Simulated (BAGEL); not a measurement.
# C2H8Si (dimethylsilane): a chain of runs

We compute the energy (HF/cc-pVDZ), then a single-point energy (NEVPT2(2,2)/cc-pVDZ), then a single-point energy (CASPT2(2,2)/cc-pVDZ) of C2H8Si (dimethylsilane). 

The calculation is run with BAGEL 1.2.2.

1 further run of the same task is left out (set aside as unsound or not needed).

## 1. The structure to begin with

The species is C2H8Si (11 atoms), meant as a singlet with charge 0. SMILES: `C[SiH2]C`. The C3–H10 distance was set to 2.513 Å, away from the relaxed value. At this shape a bond of the SMILES string is far longer than usual.

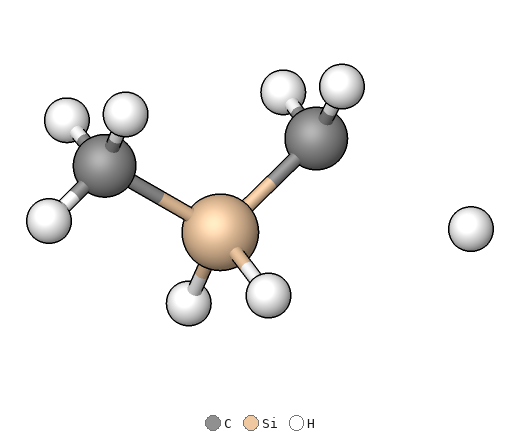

The structure, seen from a chosen angle (carbon grey, silicon light orange, hydrogen white).

## 2. The energy at HF/cc-pVDZ (density fitting with svp-jkfit) (run 1)

hf.json reads:

```json
{ "bagel": [

{
  "title": "molecule",
  "basis": "cc-pvdz.json",
  "df_basis": "svp-jkfit",
  "geometry": [
    { "atom": "C", "xyz": [ -3.03110748,  4.16078764, -2.06434438 ] },
    { "atom": "Si", "xyz": [ -1.63082042,  1.09867543, -0.98039747 ] },
    { "atom": "C", "xyz": [  1.49818810,  1.59170498,  0.59431131 ] },
    { "atom": "H", "xyz": [ -4.85582702,  3.85786455, -2.98067258 ] },
    { "atom": "H", "xyz": [ -1.78672282,  5.10073742, -3.41852212 ] },
    { "atom": "H", "xyz": [ -3.32344811,  5.44145504, -0.47073834 ] },
    { "atom": "H", "xyz": [ -1.31088978, -0.62286507, -3.18854245 ] },
    { "atom": "H", "xyz": [ -3.39941510, -0.16007114,  0.81654310 ] },
    { "atom": "H", "xyz": [  2.84291721,  2.47515194, -0.70071801 ] },
    { "atom": "H", "xyz": [  3.34972853, -2.53601246,  2.03599093 ] },
    { "atom": "H", "xyz": [  1.30581398,  2.81530264,  2.24706578 ] }
  ]
},
{
  "title": "hf"
},
{
  "title": "print",
  "file": "orbitals.molden",
  "orbitals": true
}

]}
```

The basis set cc-pVDZ is read from a file made from the Basis Set Exchange's data (not shown).

The run is started by

```sh
$ BAGEL_NUM_THREADS=1 BAGEL hf.json > hf.out
```

The program printed:

```text
* using 1 threads per process

  ===============================================================
  ===============================================================

  *** Geometry ***

  { "atom" : "C", "xyz" : [     -3.031107,      4.160788,     -2.064344 ] },
  { "atom" : "Si", "xyz" : [     -1.630820,      1.098675,     -0.980397 ] },
  { "atom" : "C", "xyz" : [      1.498188,      1.591705,      0.594311 ] },
  { "atom" : "H", "xyz" : [     -4.855827,      3.857865,     -2.980673 ] },
  { "atom" : "H", "xyz" : [     -1.786723,      5.100737,     -3.418522 ] },
  { "atom" : "H", "xyz" : [     -3.323448,      5.441455,     -0.470738 ] },
  { "atom" : "H", "xyz" : [     -1.310890,     -0.622865,     -3.188542 ] },
  { "atom" : "H", "xyz" : [     -3.399415,     -0.160071,      0.816543 ] },
  { "atom" : "H", "xyz" : [      2.842917,      2.475152,     -0.700718 ] },
  { "atom" : "H", "xyz" : [      3.349729,     -2.536012,      2.035991 ] },
  { "atom" : "H", "xyz" : [      1.305814,      2.815303,      2.247066 ] },

  Number of auxiliary basis functions:      422

  Since a DF basis is specified, we compute 2- and 3-index integrals:
    o Being stored without compression. Storage requirement is 0.025 GB

  Number of basis functions:       86
  Number of electrons      :       34

    * METHOD: MOLECULE                             0.17

  *** RHF ***

  === Nuclear Repulsion ===
   110.9746110862

      * DIIS with orbital gradients will be used.

  === RHF iteration (cc-pvdz.json) ===
      0       -368.83439443          0.01838803           0.05
      1       -368.97761357          0.01515272           0.05
      2       -369.11770233          0.00219272           0.05
      3       -369.12258799          0.00087955           0.05
      4       -369.12321278          0.00017590           0.05
      5       -369.12326581          0.00006484           0.05
      6       -369.12327242          0.00001444           0.05
      7       -369.12327285          0.00000497           0.05
      8       -369.12327289          0.00000224           0.05
      9       -369.12327290          0.00000079           0.05
     10       -369.12327290          0.00000028           0.05
     11       -369.12327290          0.00000008           0.05
     12       -369.12327290          0.00000003           0.05
     13       -369.12327290          0.00000001           0.05
     14       -369.12327290          0.00000000           0.05
    * SCF iteration converged.

    * Permanent dipole moment:
           (    0.423381,    -1.162411,     0.354903) a.u.

    * METHOD: HF                                   0.87

    * METHOD: PRINT                                0.01

  ===============================================================
```

Run time: 1.2 s. Hardware: 1 thread of Arm Neoverse V2, shared host; peak memory 0.14 GiB.

## 3. The energy at NEVPT2(2,2)/cc-pVDZ (density fitting with svp-jkfit) (run 2)

job.json reads:

```json
{ "bagel" : [

{
  "title" : "molecule",
  "basis" : "cc-pvdz.json",
  "df_basis" : "svp-jkfit",
  "angstrom" : "false",
  "geometry" : [
    { "atom" : "C", "xyz" : [    -3.03110748,     4.16078764,    -2.06434438 ] },
    { "atom" : "Si", "xyz" : [    -1.63082042,     1.09867543,    -0.98039747 ] },
    { "atom" : "C", "xyz" : [     1.49818810,     1.59170498,     0.59431131 ] },
    { "atom" : "H", "xyz" : [    -4.85582702,     3.85786455,    -2.98067258 ] },
    { "atom" : "H", "xyz" : [    -1.78672282,     5.10073742,    -3.41852212 ] },
    { "atom" : "H", "xyz" : [    -3.32344811,     5.44145504,    -0.47073834 ] },
    { "atom" : "H", "xyz" : [    -1.31088978,    -0.62286507,    -3.18854245 ] },
    { "atom" : "H", "xyz" : [    -3.39941510,    -0.16007114,     0.81654310 ] },
    { "atom" : "H", "xyz" : [     2.84291721,     2.47515194,    -0.70071801 ] },
    { "atom" : "H", "xyz" : [     3.34972853,    -2.53601246,     2.03599093 ] },
    { "atom" : "H", "xyz" : [     1.30581398,     2.81530264,     2.24706578 ] }
  ]
},

{
  "title" : "hf"
},

{
  "title" : "casscf",
  "nstate" : 1,
  "nact" : 2,
  "nclosed" : 16,
  "active" : [17, 18],
  "maxiter" : 200,
  "natocc" : "true"
},

{
  "title" : "nevpt2",
  "nstate" : 1,
  "nact" : 2,
  "nclosed" : 16,
  "active" : [17, 18],
  "maxiter" : 200,
  "natocc" : "true",
  "ncore" : 7
},

{
  "title" : "print",
  "file" : "orbitals.molden",
  "orbitals" : "true"
}

]}
```

The basis set cc-pVDZ is read from a file made from the Basis Set Exchange's data (not shown).

The run is started by

```sh
$ BAGEL_NUM_THREADS=1 BAGEL job.json > job.out
```

The program printed:

```text
* using 1 threads per process

  ===============================================================
  ===============================================================

  *** Geometry ***

  { "atom" : "C", "xyz" : [     -3.031107,      4.160788,     -2.064344 ] },
  { "atom" : "Si", "xyz" : [     -1.630820,      1.098675,     -0.980397 ] },
  { "atom" : "C", "xyz" : [      1.498188,      1.591705,      0.594311 ] },
[... 7 lines of this table left out ...]
  { "atom" : "H", "xyz" : [      1.305814,      2.815303,      2.247066 ] },

  Number of auxiliary basis functions:      422

  Since a DF basis is specified, we compute 2- and 3-index integrals:
    o Being stored without compression. Storage requirement is 0.025 GB

[... 18 lines left out ...]
    * SCF iteration converged.
[... 1 line left out ...]
    * Permanent dipole moment:
[... 27 lines left out ...]
    * Second-order optimization converged. *
[... 1 line left out ...]
     guess   0:   closed 1.                   open ..

  === FCI iteration ===

      0  0      -369.11079700     9.08e-02      0.00
      1  0      -369.20815612     1.51e-02      0.00
      2  0 *    -369.21057512     1.29e-16      0.00

     * ci vector, state   0, <S^2> = 0.0000
       2.     0.8757422964
       .2    -0.4827788628

    * METHOD: CASSCF                               2.93

    * freezing 7 orbitals

  === DF-NEVPT2 calculation ===

    * 3-index integral transformation done
    * assembly done

      NEVPT2 correlation energy:   -0.3717952735      0.14

          (+0)     -0.3258600678
          (+0)'    -0.0089277199
          (+1)     -0.0075757939
          (+1)'    -0.0000000000
          (+2)     -0.0001919293
          (-1)     -0.0283036541
          (-1)'     0.0000000000
          (-2)     -0.0009361086

      NEVPT2 total energy:       -369.5823703889

    * METHOD: NEVPT2                               0.25

    * METHOD: PRINT                                0.01

  ===============================================================
```

It took 4.5 s on 1 thread of Arm Neoverse V2, shared host; peak memory 0.14 GiB.

## 4. A single-point energy at CASPT2(2,2)/cc-pVDZ (density fitting with svp-jkfit) (run 3)

calc.json reads:

```json
{ "bagel": [

{
  "title": "molecule",
  "basis": "cc-pvdz.json",
  "df_basis": "svp-jkfit",
  "geometry": [
    { "atom": "C", "xyz": [ -3.03110748,  4.16078764, -2.06434438 ] },
    { "atom": "Si", "xyz": [ -1.63082042,  1.09867543, -0.98039747 ] },
    { "atom": "C", "xyz": [  1.49818810,  1.59170498,  0.59431131 ] },
    { "atom": "H", "xyz": [ -4.85582702,  3.85786455, -2.98067258 ] },
    { "atom": "H", "xyz": [ -1.78672282,  5.10073742, -3.41852212 ] },
    { "atom": "H", "xyz": [ -3.32344811,  5.44145504, -0.47073834 ] },
    { "atom": "H", "xyz": [ -1.31088978, -0.62286507, -3.18854245 ] },
    { "atom": "H", "xyz": [ -3.39941510, -0.16007114,  0.81654310 ] },
    { "atom": "H", "xyz": [  2.84291721,  2.47515194, -0.70071801 ] },
    { "atom": "H", "xyz": [  3.34972853, -2.53601246,  2.03599093 ] },
    { "atom": "H", "xyz": [  1.30581398,  2.81530264,  2.24706578 ] }
  ]
},
{ "title": "hf" },
{ "title": "casscf", "nstate": 1, "nact": 2, "nclosed": 16, "active": [17, 18], "maxiter": 200, "natocc": true },
{ "title": "print", "file": "orbitals.molden", "orbitals": true },
{ "title": "smith", "method": "caspt2", "ms": true, "xms": true, "sssr": true, "shift": 0.2, "shift_imag": true, "ncore": 7 }

]}
```

The basis set cc-pVDZ is read from a file made from the Basis Set Exchange's data (not shown).

The run is started by

```sh
$ BAGEL_NUM_THREADS=1 BAGEL calc.json > calc.out
```

The program printed:

```text
* using 1 threads per process

  ===============================================================
  ===============================================================

  *** Geometry ***

  { "atom" : "C", "xyz" : [     -3.031107,      4.160788,     -2.064344 ] },
  { "atom" : "Si", "xyz" : [     -1.630820,      1.098675,     -0.980397 ] },
  { "atom" : "C", "xyz" : [      1.498188,      1.591705,      0.594311 ] },
[... 7 lines of this table left out ...]
  { "atom" : "H", "xyz" : [      1.305814,      2.815303,      2.247066 ] },

  Number of auxiliary basis functions:      422

  Since a DF basis is specified, we compute 2- and 3-index integrals:
    o Being stored without compression. Storage requirement is 0.025 GB

[... 18 lines left out ...]
    * SCF iteration converged.
[... 1 line left out ...]
    * Permanent dipole moment:
[... 27 lines left out ...]
    * Second-order optimization converged. *
[... 9 lines left out ...]
     * ci vector, state   0, <S^2> = 0.0000
[... 16 lines left out ...]
    * Zeroth order energy : state  0       -0.4298690479
[... 4 lines left out ...]
       #      aibj      arbs      arbi      airj      risj      airs      arst      rist         Etot      error   time
[... 2 lines left out ...]
       0  -0.32412  -0.00121  -0.03063  -0.00846  -0.00030  -0.00921  -0.00000  -0.00000   -0.3739287  0.0005438   0.07
       1  -0.32414  -0.00121  -0.03066  -0.00847  -0.00031  -0.00929  -0.00000  -0.00000   -0.3740891  0.0000600   0.06
       2  -0.32414  -0.00121  -0.03066  -0.00847  -0.00031  -0.00929  -0.00000  -0.00000   -0.3740912  0.0000070   0.06
       3  -0.32414  -0.00121  -0.03066  -0.00847  -0.00031  -0.00929  -0.00000  -0.00000   -0.3740912  0.0000010   0.06
       4  -0.32414  -0.00121  -0.03066  -0.00847  -0.00031  -0.00929   0.00000  -0.00000   -0.3740912  0.0000001   0.06

      ------------------------------------------------------------------------------------------------------------------

    * CASPT2 energy : state  0     -369.5872065378
        w/o shift correction       -369.5846663468
        reference weight              0.8744924313

    * METHOD: SMITH                                0.49

  ===============================================================
```

It took 4.8 s on 1 thread of Arm Neoverse V2, shared host; peak memory 0.16 GiB.

## 5. Summary of results

| quantity | value |
| --- | --- |
| run 1, HF/cc-pVDZ: total energy | -369.12327 Eh |
| run 1, HF/cc-pVDZ: dipole moment | 3.27 D |
| run 1, HF/cc-pVDZ: HOMO energy | -8.69 eV |
| run 1, HF/cc-pVDZ: LUMO energy | -0.05 eV |
| run 1, HF/cc-pVDZ: HOMO–LUMO gap | 8.65 eV |
| run 2, NEVPT2(2,2)/cc-pVDZ: total energy | -369.58237 Eh |
| run 3, CASPT2(2,2)/cc-pVDZ: total energy | -369.58721 Eh |

What this shows: One bond (run 1, HF/cc-pVDZ) is far stretched, which a spin-restricted single reference describes badly; a broken-symmetry solution may lie lower.
